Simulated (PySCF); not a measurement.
# tetravinylsilane (C8H12Si): NMR shifts in solvents

Aim: compute the NMR shifts of tetravinylsilane (C8H12Si) (`C=C[Si](C=C)(C=C)C=C`), and see what a dielectric continuum does where one was used.

Programs: PySCF 2.14.0, with density-fitted response routines of our own. Each step states its level of theory. These are calculated values for one molecule, in the gas phase or a continuum, unless marked as measured. Atoms are numbered from 0 throughout.

### 1 Starting geometry

21 atoms, charge 0, multiplicity 1; geometry from: GFN2-xTB.

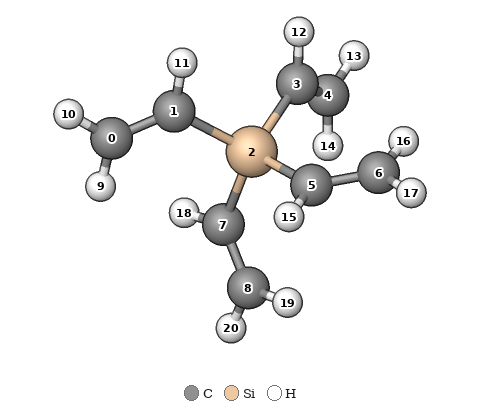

As it starts; carbon grey, silicon light orange, hydrogen white, atoms numbered.

### 2 Relaxing the molecule at PBE0-D3(BJ)/def2-SVP

What the job is given:

```
{"job": {"xc": "PBE0", "basis": "def2-SVP", "d3": "d3bj", "grid": 1, "kind": "geom"}, "charge": 0, "multiplicity": 1}
C     -1.699186    -1.617728    -2.013323
C     -1.629742    -1.260072    -0.741137
Si    -0.281968    -0.155599    -0.001373
C     -1.102294     1.167442     1.075524
C     -0.669019     2.412994     1.187618
C      0.858929    -1.226941     1.065249
C      1.221208    -0.937200     2.304707
C      0.707252     0.671787    -1.385014
C      2.025657     0.642328    -1.495670
H     -0.971888    -1.280821    -2.734323
H     -2.477143    -2.259817    -2.399131
H     -2.387846    -1.634152    -0.062656
H     -1.974871     0.873781     1.647698
H     -1.149911     3.144758     1.820094
H      0.194964     2.758773     0.642549
H      1.238213    -2.138278     0.617393
H      0.871499    -0.044867     2.798975
H      1.879370    -1.568358     2.883531
H      0.141043     1.216480    -2.131977
H      2.640387     0.119320    -0.780581
H      2.556426     1.133113    -2.298624
```

The log of the run:

```text
step   0  E = -600.67337399  max force = 0.019023
step   1  E = -600.67713313  max force = 0.001974
step   2  E = -600.67716222  max force = 0.000897
step   3  E = -600.67719414  max force = 0.000554
step   4  E = -600.67720610  max force = 0.000429
optimisation converged
```

It took 78 s on 1 thread, shared host.

Relaxation path:

```csv
step,energy from step 0 (eV),largest force component (eV/Å)
0,0.0000,0.9782
1,-0.1023,0.1015
2,-0.1031,0.0461
3,-0.1040,0.0285
4,-0.1043,0.0221
```

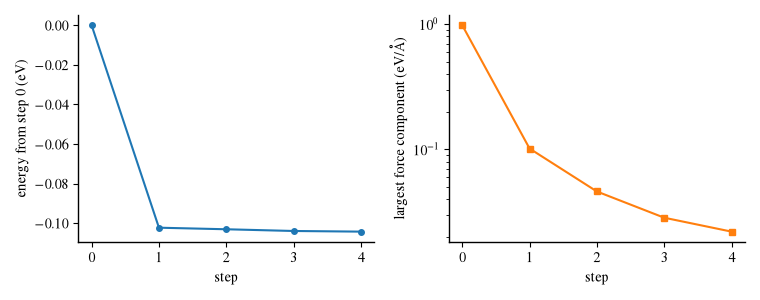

Energy and largest force along the relaxation.

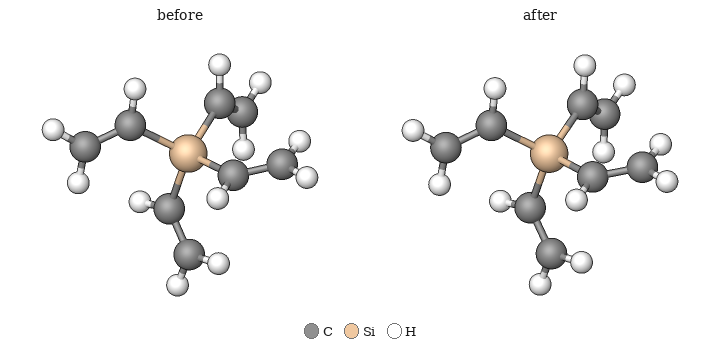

The geometry before (left) and after (right).

Distances of close pairs at the start and the end, largest changes first:

```
  bond  before (Å)  after (Å)  change (Å)
 C0–H9       1.078      1.096      +0.018
C4–H14       1.078      1.096      +0.018
C8–H19       1.078      1.096      +0.018
C1–Si2       1.893      1.875      -0.018
C6–H16       1.078      1.096      +0.018
Si2–C5       1.894      1.877      -0.017
Si2–C7       1.891      1.874      -0.017
Si2–C3       1.893      1.876      -0.017
```

The next job starts from the end point, and lists it.

```csv
at the end point,value
point group (found at 0.08 Å tolerance),C1
"rotational constants (GHz, main isotopes)","1.361, 1.041, 1.033"
dipole moment (D),0.23
```

### 3 Nuclear shieldings: PBE0/pcSseg-1 in tetrahydrofuran

What the job is given:

```
{"job": {"kind": "nmr", "xc": "PBE0", "basis": "pcSseg-1", "solvent": "tetrahydrofuran", "pop": true}, "charge": 0, "multiplicity": 1}
C     -1.761085    -1.484961    -1.882850
C     -1.706189    -1.143248    -0.590031
Si    -0.357183    -0.075603     0.156055
C     -1.125685     1.220362     1.273400
C     -0.678480     2.479098     1.357267
C      0.798100    -1.154261     1.167597
C      1.202096    -0.855398     2.407981
C      0.604627     0.763961    -1.215854
C      1.940377     0.757720    -1.301495
H     -1.009648    -1.140268    -2.602800
H     -2.553947    -2.125391    -2.286038
H     -2.491643    -1.529379     0.074230
H     -1.976229     0.932849     1.906630
H     -1.132885     3.217599     2.027808
H      0.166270     2.828319     0.751901
H      1.167664    -2.082424     0.710373
H      0.865750     0.057227     2.913606
H      1.883259    -1.502079     2.973173
H      0.040914     1.314524    -1.981504
H      2.558723     0.233957    -0.563265
H      2.478209     1.274582    -2.104758
```

Level: GIAO PBE0/pcSseg-1 NMR shielding, non-relativistic, IEF-PCM tetrahydrofuran.

The log of the run:

```text
coarse grid: 17752 points
cycle   1  E = -600.8075016991  dE =  7.053e-01  |g| = 4.962e-01  |ddm| = 4.111e+00
cycle   2  E = -600.8075273473  dE = -2.565e-05  |g| = 5.035e-01  |ddm| = 8.216e-01
cycle   3  E = -600.8740654079  dE = -6.654e-02  |g| = 6.587e-02  |ddm| = 4.488e-01
cycle   4  E = -600.8748541895  dE = -7.888e-04  |g| = 3.706e-02  |ddm| = 7.198e-02
cycle   5  E = -600.8752150757  dE = -3.609e-04  |g| = 2.142e-03  |ddm| = 2.986e-02
cycle   6  E = -600.8752161363  dE = -1.061e-06  |g| = 1.081e-03  |ddm| = 3.075e-03
final grid: 166056 points
cycle   7  E = -600.9299168807  dE = -3.218e-05  |g| = 8.406e-03  |ddm| = 2.901e-02
cycle   8  E = -600.9299160529  dE =  8.278e-07  |g| = 8.733e-03  |ddm| = 1.374e-02
cycle   9  E = -600.9299357908  dE = -1.974e-05  |g| = 1.033e-03  |ddm| = 7.025e-03
cycle  10  E = -600.9299360499  dE = -2.592e-07  |g| = 2.662e-04  |ddm| = 9.412e-04
cycle  11  E = -600.9299360669  dE = -1.701e-08  |g| = 4.737e-05  |ddm| = 1.984e-04
cycle  12  E = -600.9299360672  dE = -3.133e-10  |g| = 2.876e-05  |ddm| = 5.427e-05
converged SCF energy = -600.9299360672

GIAO shielding tensors (ppm)
atom      isotropic    diamagn.    paramagn.     s11        s22        s33       span
  0 C       39.432     254.546    -215.115    -87.235     41.845    163.685    250.920
  1 C       39.411     264.067    -224.656    -82.138     28.084    172.287    254.425
  2 Si     373.292     885.825    -512.533    363.385    370.381    386.111     22.725
  3 C       41.993     264.665    -222.673    -77.198     29.037    174.139    251.337
  4 C       36.820     254.905    -218.085    -92.335     38.111    164.685    257.020
  5 C       40.433     264.389    -223.955    -78.736     28.866    171.171    249.907
  6 C       36.352     254.843    -218.491    -92.269     36.331    164.994    257.263
  7 C       42.050     265.089    -223.039    -76.363     27.146    175.367    251.730
  8 C       34.523     256.022    -221.499    -96.972     35.960    164.580    261.552
  9 H       25.010      32.407      -7.398     21.629     23.787     29.613      7.984
 10 H       24.734      27.761      -3.027     21.791     24.000     28.412      6.621
 11 H       24.697      31.253      -6.556     22.435     24.397     27.259      4.824
 12 H       24.758      31.714      -6.957     22.736     24.777     26.759      4.023
 13 H       24.601      28.047      -3.446     21.501     24.078     28.224      6.723
 14 H       25.070      32.715      -7.645     21.562     23.869     29.779      8.217
 15 H       24.879      32.916      -8.037     22.332     25.101     27.204      4.871
 16 H       25.011      32.278      -7.267     21.586     23.779     29.668      8.082
 17 H       24.626      28.500      -3.874     21.473     24.154     28.251      6.779
 18 H       24.717      33.337      -8.620     22.155     25.354     26.641      4.486
 19 H       24.976      33.140      -8.164     21.472     23.771     29.685      8.213
 20 H       24.513      29.265      -4.752     21.216     24.135     28.187      6.971
```

Run time: 38 s. Hardware: 1 thread, shared host.

Shifts follow as δ = σ(reference) − σ, with reference shieldings (ppm) from runs at the same level and on the same kind of geometry: 1H TMS 31.24, 13C TMS 185.3, 29Si TMS 351.8. The references are single molecules in the same continuum. Atoms listed in one row are averaged.

```csv
atoms,environment,σ (ppm),δ (ppm)
"C0, C4, C6, C8",terminal =CH2 carbon,36.8,148.5
"C1, C3, C5, C7",alkene CH,41.0,144.3
"H10, H13, H17, H20",hydrogen on a terminal =CH2 carbon,24.62,6.63
"H11, H12, H15, H18",hydrogen on an alkene CH,24.76,6.48
"H9, H14, H16, H19",hydrogen on a terminal =CH2 carbon,25.02,6.23
Si2,silicon bonded to 4 C,373.3,-21.5
```

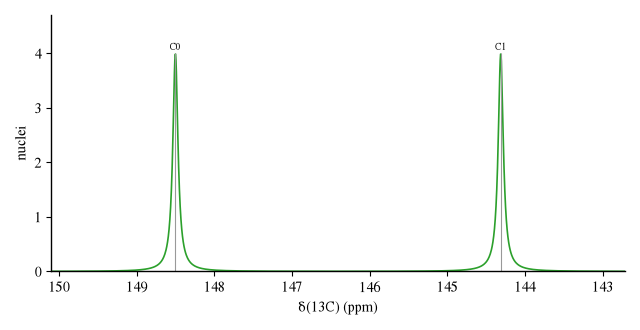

13C lines at the computed shifts, without couplings. Lines are broadened to a width of 0.08 ppm (Lorentzian).

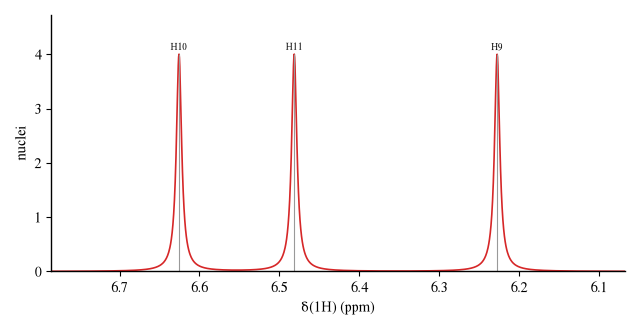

1H lines at the computed shifts, without couplings. Lines are broadened to a width of 0.01 ppm (Lorentzian).

Charges from the same density, by scheme (e):

```
         atoms  Mulliken    IAO  Hirshfeld  ESP fit
C0, C4, C6, C8     -0.18  -0.28      -0.08    -0.33
C1, C3, C5, C7     -0.53  -0.43      -0.14    -0.32
           Si2      1.21   1.04       0.37     0.62
```

IAO charges:

C0 -0.28; C1 -0.43; Si2 1.04; C3 -0.43; C4 -0.28; C5 -0.44; C6 -0.28; C7 -0.43; C8 -0.27; H9 0.14; H10 0.15; H11 0.15; H12 0.15; H13 0.15; H14 0.15; H15 0.15; H16 0.15; H17 0.15; H18 0.15; H19 0.15; H20 0.15

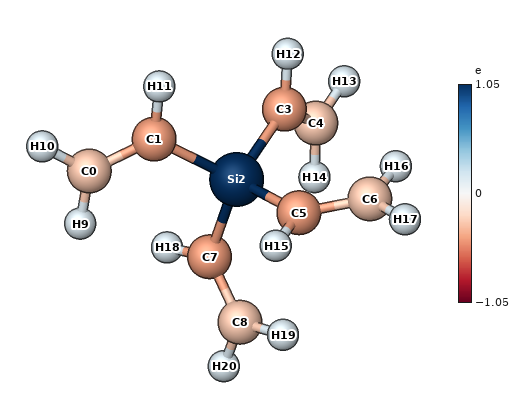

IAO charges, as colours on the atoms.

Mayer bond orders: C0–C1 1.99, C1–Si2 0.87, Si2–C3 0.87, C3–C4 1.98, Si2–C5 0.88, C5–C6 1.98, Si2–C7 0.87, C7–C8 1.98.

### 4 Nuclear shieldings: PBE0/pcSseg-1 in water

Settings changed since step 3:

```diff
@@ -1,2 +1,2 @@
-{"job": {"kind": "nmr", "xc": "PBE0", "basis": "pcSseg-1", "solvent": "tetrahydrofuran", "pop": true}, "charge": 0, "multiplicity": 1}
+{"job": {"kind": "nmr", "xc": "PBE0", "basis": "pcSseg-1", "solvent": "water", "pop": false}, "charge": 0, "multiplicity": 1}
 C     -1.761085    -1.484961    -1.882850
```

Method: GIAO PBE0/pcSseg-1 NMR shielding, non-relativistic, IEF-PCM water.

The log of the run:

```text
coarse grid: 17752 points
cycle   1  E = -600.8091679107  dE =  7.037e-01  |g| = 4.939e-01  |ddm| = 4.110e+00
cycle   2  E = -600.8104473654  dE = -1.279e-03  |g| = 4.970e-01  |ddm| = 8.090e-01
cycle   3  E = -600.8752732427  dE = -6.483e-02  |g| = 6.017e-02  |ddm| = 4.367e-01
cycle   4  E = -600.8758651944  dE = -5.920e-04  |g| = 3.728e-02  |ddm| = 6.663e-02
cycle   5  E = -600.8762285365  dE = -3.633e-04  |g| = 2.021e-03  |ddm| = 2.931e-02
cycle   6  E = -600.8762295526  dE = -1.016e-06  |g| = 9.426e-04  |ddm| = 3.078e-03
final grid: 166056 points
cycle   7  E = -600.9309196764  dE = -3.248e-05  |g| = 8.316e-03  |ddm| = 2.901e-02
cycle   8  E = -600.9309194584  dE =  2.180e-07  |g| = 8.513e-03  |ddm| = 1.346e-02
cycle   9  E = -600.9309382733  dE = -1.881e-05  |g| = 8.725e-04  |ddm| = 6.778e-03
cycle  10  E = -600.9309384500  dE = -1.767e-07  |g| = 2.802e-04  |ddm| = 8.428e-04
cycle  11  E = -600.9309384693  dE = -1.925e-08  |g| = 4.398e-05  |ddm| = 2.034e-04
cycle  12  E = -600.9309384696  dE = -2.935e-10  |g| = 2.450e-05  |ddm| = 5.260e-05
converged SCF energy = -600.9309384696

GIAO shielding tensors (ppm)
atom      isotropic    diamagn.    paramagn.     s11        s22        s33       span
  0 C       39.058     254.622    -215.564    -87.689     40.943    163.921    251.610
  1 C       39.357     264.135    -224.777    -82.119     27.718    172.474    254.593
  2 Si     373.330     885.852    -512.522    363.333    370.401    386.257     22.924
  3 C       41.871     264.722    -222.850    -77.278     28.550    174.342    251.619
  4 C       36.563     254.989    -218.426    -92.658     37.470    164.876    257.534
  5 C       40.363     264.467    -224.105    -78.785     28.569    171.304    250.089
  6 C       36.110     254.898    -218.788    -92.552     35.672    165.209    257.760
  7 C       41.963     265.161    -223.199    -76.401     26.773    175.517    251.918
  8 C       34.310     256.070    -221.760    -97.214     35.351    164.794    262.008
  9 H       24.978      32.371      -7.393     21.589     23.762     29.583      7.994
 10 H       24.691      27.741      -3.050     21.755     23.956     28.363      6.608
 11 H       24.660      31.245      -6.586     22.421     24.345     27.213      4.792
 12 H       24.716      31.692      -6.976     22.715     24.720     26.713      3.998
 13 H       24.562      28.023      -3.462     21.473     24.029     28.183      6.710
 14 H       25.055      32.699      -7.644     21.533     23.866     29.766      8.233
 15 H       24.852      32.894      -8.042     22.319     25.065     27.172      4.854
 16 H       24.994      32.260      -7.266     21.556     23.772     29.653      8.097
 17 H       24.587      28.467      -3.880     21.446     24.102     28.213      6.767
 18 H       24.687      33.299      -8.613     22.140     25.312     26.608      4.468
 19 H       24.961      33.119      -8.158     21.443     23.767     29.671      8.228
 20 H       24.476      29.226      -4.750     21.194     24.085     28.149      6.955
```

Run time: 36 s. Hardware: 1 thread, shared host.

In short: δ C0 149.0, C1 144.6, Si2 -21.6, H10 6.66, H11 6.51 ppm (means over like atoms).

### 5 Run by run: NMR shifts

Shifts (ppm), means over like atoms, with basis size and wall time:

```csv
run,C0,C1,H10,H11,H9,Si2,functions,time
PBE0/pcSseg-1 in tetrahydrofuran,148.5,144.3,6.63,6.48,6.23,-21.5,220,38 s
PBE0/pcSseg-1 in water,149.0,144.6,6.66,6.51,6.24,-21.6,220,36 s
```

The continuum's effect on the ground state:

```csv
solvent,ε,polarisation energy (Eh),μ (D)
tetrahydrofuran,7.43,-0.0043,0.34
water,78.36,-0.0054,0.34
```

### 6 Summary of results

```
                                                                                quantity                 value
                                                                             point group                    C1
                                                    rotational constants (main isotopes)  1.36, 1.04, 1.03 GHz
13C shifts against TMS (PBE0/pcSseg-1, tetrahydrofuran, means over atoms taken as alike)      148.5, 144.3 ppm
 1H shifts against TMS (PBE0/pcSseg-1, tetrahydrofuran, means over atoms taken as alike)  6.63, 6.48, 6.23 ppm
                                29Si shifts against TMS (PBE0/pcSseg-1, tetrahydrofuran)             -21.5 ppm
                                                                range of the shift of C0    148.5 to 149.0 ppm
```

**Reading.** Relaxing lowered the energy by 0.104 eV in 4 steps; the close pair that moved most is C0–H9, from 1.078 to 1.096 Å. No frequency check was run at this level, so the end point may be a saddle. The most deshielded carbon is C0, C4, C6, C8 (mean) (terminal =CH2 carbon), at 148.5 ppm: the olefinic region. Across the 2 runs the shift of C0 (with its like atoms) moves most, between 148.5 (PBE0/pcSseg-1 in tetrahydrofuran) and 149.0 ppm (PBE0/pcSseg-1 in water). Part of that comes from the computed reference. The continuum holds electrostatics alone: no hydrogen bonds to the solvent, and the gas-phase geometry is kept.
